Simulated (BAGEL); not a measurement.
# RI-MP2/def2-SVP (density fitting with qzvpp-jkfit) run of CH7BN2 (SMILES CB(N)N)

Aim: the energy change on altering one bond length of CH7BN2 at RI-MP2/def2-SVP (density fitting with qzvpp-jkfit), from 2 runs. 

Program for the calculation: BAGEL 1.2.2.

1 further run of the same task is left out (set aside as unsound or not needed). Runs told in other sessions of the task aren't counted.

## 1. The structure to begin with

The species is CH7BN2 (11 atoms), meant as a singlet with charge 0. As SMILES, `CB(N)N`. The coordinates come from a PBE0-D4/def2-TZVP relaxation.

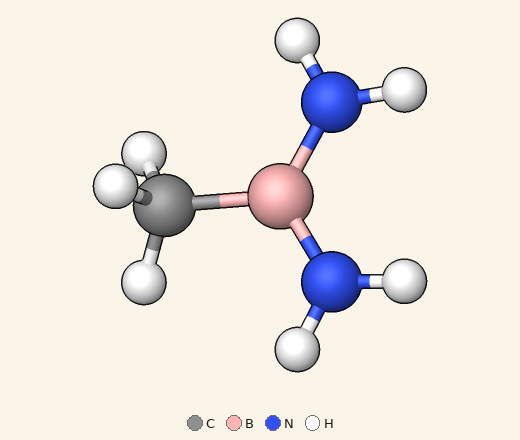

Viewed from a chosen angle; carbon grey, boron pink, nitrogen blue, hydrogen white.

## 2. The energy at RI-MP2/def2-SVP (density fitting with qzvpp-jkfit)

Input file input.json:

```json
{ "bagel": [

{
  "title": "molecule",
  "basis": "svp",
  "df_basis": "qzvpp-jkfit",
  "angstrom": true,
  "geometry": [
    { "atom": "C", "xyz": [   -0.697600,    1.164600,   -0.169800 ] },
    { "atom": "B", "xyz": [    0.096800,   -0.189500,    0.024000 ] },
    { "atom": "N", "xyz": [    0.158900,   -0.791900,    1.303700 ] },
    { "atom": "N", "xyz": [    0.762500,   -0.778300,   -1.078100 ] },
    { "atom": "H", "xyz": [   -1.103000,    1.271700,   -1.179500 ] },
    { "atom": "H", "xyz": [   -1.529900,    1.266600,    0.531700 ] },
    { "atom": "H", "xyz": [   -0.033800,    2.019900,   -0.001700 ] },
    { "atom": "H", "xyz": [    0.670200,   -1.631100,    1.510900 ] },
    { "atom": "H", "xyz": [   -0.304800,   -0.397700,    2.100700 ] },
    { "atom": "H", "xyz": [    0.733200,   -0.374600,   -1.995600 ] },
    { "atom": "H", "xyz": [    1.313000,   -1.616700,   -1.025700 ] }
  ]
},
{
  "title": "hf"
},
{
  "title": "mp2",
  "ncore": 4
}

]}
```

Command:

```sh
BAGEL_NUM_THREADS=1 BAGEL input.json > input.out
```

The program printed:

```text
* using 1 threads per process

  ===============================================================
  ===============================================================

  *** Geometry ***

  { "atom" : "C", "xyz" : [     -1.318273,      2.200775,     -0.320875 ] },
  { "atom" : "B", "xyz" : [      0.182925,     -0.358103,      0.045353 ] },
  { "atom" : "N", "xyz" : [      0.300277,     -1.496474,      2.463636 ] },
  { "atom" : "N", "xyz" : [      1.440916,     -1.470774,     -2.037314 ] },
  { "atom" : "H", "xyz" : [     -2.084368,      2.403165,     -2.228932 ] },
  { "atom" : "H", "xyz" : [     -2.891092,      2.393527,      1.004767 ] },
  { "atom" : "H", "xyz" : [     -0.063873,      3.817058,     -0.003213 ] },
  { "atom" : "H", "xyz" : [      1.266494,     -3.082332,      2.855187 ] },
  { "atom" : "H", "xyz" : [     -0.575989,     -0.751544,      3.969748 ] },
  { "atom" : "H", "xyz" : [      1.385547,     -0.707891,     -3.771137 ] },
  { "atom" : "H", "xyz" : [      2.481210,     -3.055120,     -1.938292 ] },

  Number of auxiliary basis functions:      430

  Since a DF basis is specified, we compute 2- and 3-index integrals:
    o Being stored without compression. Storage requirement is 0.028 GB

  Number of basis functions:       91
  Number of electrons      :       32

    * METHOD: MOLECULE                             0.16

  *** RHF ***

  === Nuclear Repulsion ===
   115.9972671056

      * DIIS with orbital gradients will be used.

  === RHF iteration (svp) ===
      0       -175.22200553          0.02174182           0.03
      1       -175.44292165          0.01087046           0.03
      2       -175.49787971          0.00152636           0.03
      3       -175.49942381          0.00036526           0.03
      4       -175.49949269          0.00006479           0.03
      5       -175.49949620          0.00001025           0.03
      6       -175.49949632          0.00000208           0.03
      7       -175.49949633          0.00000028           0.03
      8       -175.49949633          0.00000007           0.03
      9       -175.49949633          0.00000003           0.03
     10       -175.49949633          0.00000001           0.03
    * SCF iteration converged.

    * Permanent dipole moment:
           (   -0.256935,     0.358864,    -0.063025) a.u.

    * METHOD: HF                                   0.47

  *** RHF ***

  === Nuclear Repulsion ===
   115.9972671056

      * DIIS with orbital gradients will be used.

  === RHF iteration (svp) ===
      0       -175.49949633          0.00000000           0.03
    * SCF iteration converged.

    * Permanent dipole moment:
           (   -0.256935,     0.358864,    -0.063025) a.u.

  === DF-MP2 calculation ===

    * freezing 4 orbitals
    * 3-index integral transformation done
    * assembly done

      MP2 correlation energy:   -0.5722231359      0.03

      MP2 total energy:       -176.0717194617

    * METHOD: MP2                                  0.11

  ===============================================================
```

Run time: 0.88 s. Hardware: 1 thread of Arm Neoverse V2, shared host; peak memory 0.11 GiB.

## 3. The distorted shape at the same level

Input file input.json:

```json
{ "bagel": [

{
  "title": "molecule",
  "basis": "svp",
  "df_basis": "qzvpp-jkfit",
  "angstrom": "true",
  "geometry": [
    { "atom": "C", "xyz": [      -0.636790,       1.148535,      -0.018345 ] },
    { "atom": "B", "xyz": [       0.157610,      -0.205565,       0.175455 ] },
    { "atom": "N", "xyz": [       0.219710,      -0.807965,       1.455155 ] },
    { "atom": "N", "xyz": [       0.823310,      -0.794365,      -0.926645 ] },
    { "atom": "H", "xyz": [      -1.103000,       1.271700,      -1.179500 ] },
    { "atom": "H", "xyz": [      -1.469090,       1.250535,       0.683155 ] },
    { "atom": "H", "xyz": [       0.027010,       2.003835,       0.149755 ] },
    { "atom": "H", "xyz": [       0.731010,      -1.647165,       1.662355 ] },
    { "atom": "H", "xyz": [      -0.243990,      -0.413765,       2.252155 ] },
    { "atom": "H", "xyz": [       0.794010,      -0.390665,      -1.844145 ] },
    { "atom": "H", "xyz": [       1.373810,      -1.632765,      -0.874245 ] }
  ]
},

{
  "title": "hf"
},

{
  "title": "mp2",
  "ncore": 4
}

]}
```

Command:

```sh
BAGEL_NUM_THREADS=1 BAGEL input.json > input.out
```

The program printed:

```text
* using 1 threads per process

  ===============================================================
  ===============================================================

  *** Geometry ***

  { "atom" : "C", "xyz" : [     -1.203359,      2.170417,     -0.034667 ] },
  { "atom" : "B", "xyz" : [      0.297840,     -0.388462,      0.331562 ] },
  { "atom" : "N", "xyz" : [      0.415192,     -1.526833,      2.749844 ] },
  { "atom" : "N", "xyz" : [      1.555830,     -1.501132,     -1.751105 ] },
  { "atom" : "H", "xyz" : [     -2.084368,      2.403165,     -2.228932 ] },
  { "atom" : "H", "xyz" : [     -2.776178,      2.363169,      1.290976 ] },
  { "atom" : "H", "xyz" : [      0.051042,      3.786699,      0.282996 ] },
  { "atom" : "H", "xyz" : [      1.381409,     -3.112691,      3.141396 ] },
  { "atom" : "H", "xyz" : [     -0.461074,     -0.781903,      4.255956 ] },
  { "atom" : "H", "xyz" : [      1.500461,     -0.738250,     -3.484929 ] },
  { "atom" : "H", "xyz" : [      2.596125,     -3.085479,     -1.652084 ] },

  Number of auxiliary basis functions:      430

  Since a DF basis is specified, we compute 2- and 3-index integrals:
    o Being stored without compression. Storage requirement is 0.028 GB

  Number of basis functions:       91
  Number of electrons      :       32

    * METHOD: MOLECULE                             0.15

  *** RHF ***

  === Nuclear Repulsion ===
   115.4293026820

      * DIIS with orbital gradients will be used.

  === RHF iteration (svp) ===
      0       -175.20713600          0.02167938           0.03
      1       -175.42799053          0.01101751           0.03
      2       -175.48472717          0.00151851           0.03
      3       -175.48632350          0.00032967           0.03
      4       -175.48638187          0.00006830           0.03
      5       -175.48638586          0.00001141           0.03
      6       -175.48638602          0.00000262           0.03
      7       -175.48638603          0.00000065           0.03
      8       -175.48638603          0.00000020           0.03
      9       -175.48638603          0.00000006           0.03
     10       -175.48638603          0.00000003           0.03
     11       -175.48638603          0.00000001           0.03
    * SCF iteration converged.

    * Permanent dipole moment:
           (   -0.284973,     0.373308,    -0.131981) a.u.

    * METHOD: HF                                   0.48

  *** RHF ***

  === Nuclear Repulsion ===
   115.4293026820

      * DIIS with orbital gradients will be used.

  === RHF iteration (svp) ===
      0       -175.48638603          0.00000000           0.03
    * SCF iteration converged.

    * Permanent dipole moment:
           (   -0.284973,     0.373308,    -0.131981) a.u.

  === DF-MP2 calculation ===

    * freezing 4 orbitals
    * 3-index integral transformation done
    * assembly done

      MP2 correlation energy:   -0.5735300828      0.03

      MP2 total energy:       -176.0599161095

    * METHOD: MP2                                  0.11

  ===============================================================
```

Wall time 0.88 s (1 thread of Arm Neoverse V2, shared host); peak memory 0.11 GiB.

## 4. Summary of results

At RI-MP2/def2-SVP (density fitting with qzvpp-jkfit), 4 core orbitals frozen:

| quantity | value |
| --- | --- |
| first shape: total energy | -176.07172 Eh |
| first shape: correlation energy (4 core orbitals frozen) | -572.2 mEh |
| distorted shape: total energy | -176.05992 Eh |
| distorted shape: correlation energy (4 core orbitals frozen) | -573.5 mEh |
| energy change with the C1–H5 bond stretched from 1.093 to 1.257 Å | 0.321 eV |

What this shows: With the C1–H5 bond stretched from 1.093 to 1.257 Å the energy rises by 0.32 eV (7.4 kcal/mol). The first shape isn't relaxed at this level, so the change isn't measured from a minimum.
